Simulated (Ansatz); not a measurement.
**H5N2OSi···H: density, localisation and related maps**

Input file:

```
crystal:
  periodic: [false, false, false]
  atoms:
    - {symbol: Si, position_ang: [-0.135717, 0.249451, -0.269313]}
    - {symbol: H, position_ang: [0.578114, -0.939438, -1.419210]}
    - {symbol: O, position_ang: [-0.532454, 1.006511, -1.574190]}
    - {symbol: H, position_ang: [0.163860, -0.194022, -1.858706]}
    - {symbol: N, position_ang: [1.144719, 0.728012, 0.704574]}
    - {symbol: N, position_ang: [-1.234716, -0.638009, 0.636951]}
    - {symbol: H, position_ang: [1.338465, 0.382195, 1.627664]}
    - {symbol: H, position_ang: [1.861302, 1.337951, 0.350028]}
    - {symbol: H, position_ang: [-2.104705, -0.944163, 0.236845]}
    - {symbol: H, position_ang: [-1.078868, -0.988587, 1.565356]}
basis:
  gaussian: {orbitals: def2-TZVPP}
hamiltonian: {xc: pbe0, dispersion: d4}
output: {orbitals: {seedname: orbitals}}
```

Command:

```sh
ansatz run in.yaml --threads 4 --pin off --events-out ev --progress --plain --max-ram 9574MiB
```

A transition-state structure; geometry: PBE0-D4/def2-TZVP.

The calculation used RKS PBE0-D4/def2-TZVPP (Ansatz).

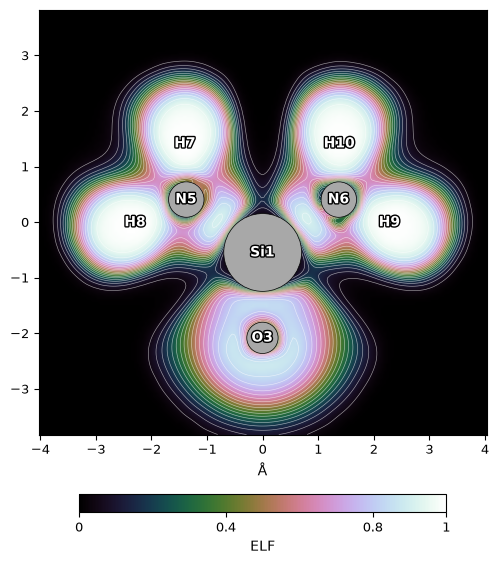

Figure 1. Electron localisation function on the plane of atoms H7, N5 and H8. Grey discs cover the atomic cores.

Interpret the plot.

The section cuts through Si, O, N and H sites.
Si–O (1.56 Å): the ELF peaks at about 0.85 between the atoms, as expected for a polar covalent bond.
Si–N (1.68 Å): the ELF peaks at about 0.90 between the atoms; a shared but strongly polarised pair.
N–H (1.00 Å): the ELF climbs to about 1 towards the hydrogen, as it does in any bond to H (a covalent bond by its length).
The ELF also peaks beside O3, away from the bonds: lone-pair regions.

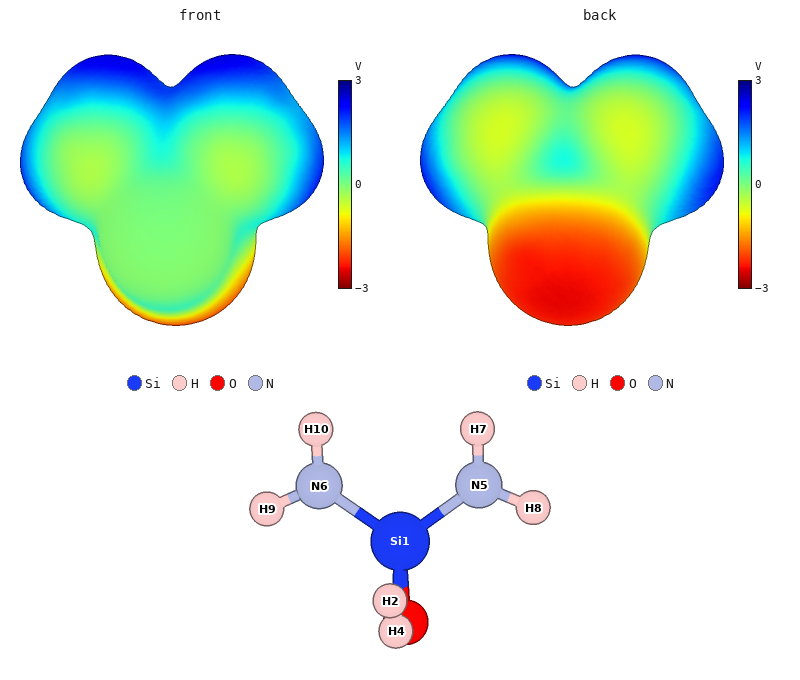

Figure 2. The molecular electrostatic potential painted on the density surface at 0.002 e/bohr³, seen from the front and from behind; the colour scale runs from red (negative) to blue (positive). The bare structure is drawn below in the same view.

Which sites attract a positive test charge, and which a negative one?

A positive charge is drawn to the negative regions and a negative charge to the positive ones. The most negative region (about −2.4 V, or −55 kcal/mol for a unit charge) lies over O3, the most positive (about +2.4 V, or +55 kcal/mol for a unit charge) over H7 and H10. O3 is the likeliest acceptor of a hydrogen bond.

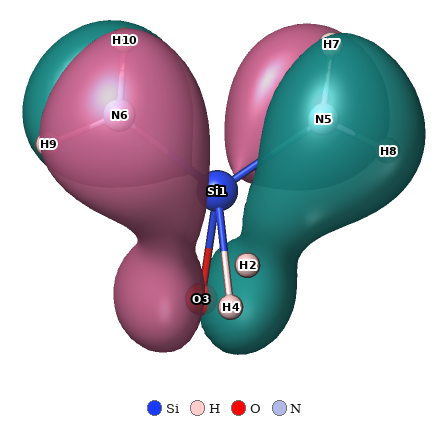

Figure 3. The HOMO−1 at ±0.08 Å⁻³ᐟ² (teal and pink are the two phases), seen at a tilt.

Describe this orbital and give its energy.

Its weight (Hirshfeld) is mainly on N5 (about 35 %), N6 (about 35 %) and O3 (about 10 %); largely a combination of lone pairs on N5, N6 and O3. Its energy is −8.01 eV.

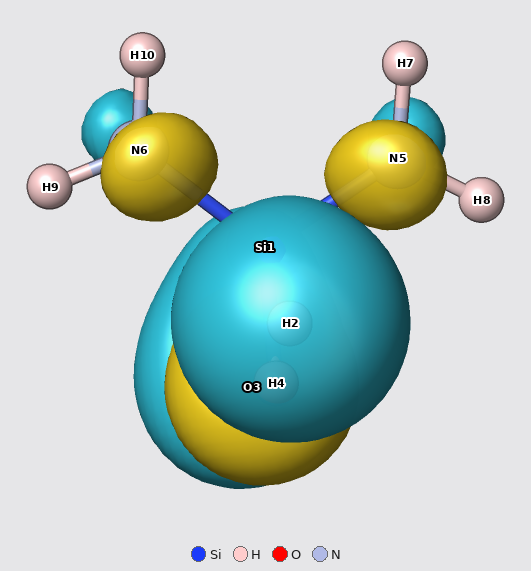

Figure 4. The HOMO at ±0.08 Å⁻³ᐟ² (yellow and cyan are the two phases), seen at a tilt.

Where does this orbital lie, and at what energy?

Its weight (Hirshfeld) is mainly on O3 (about 55 %), H2 (about 20 %), Si1 (about 15 %) and H4 (about 5 %). Its energy is −7.28 eV.
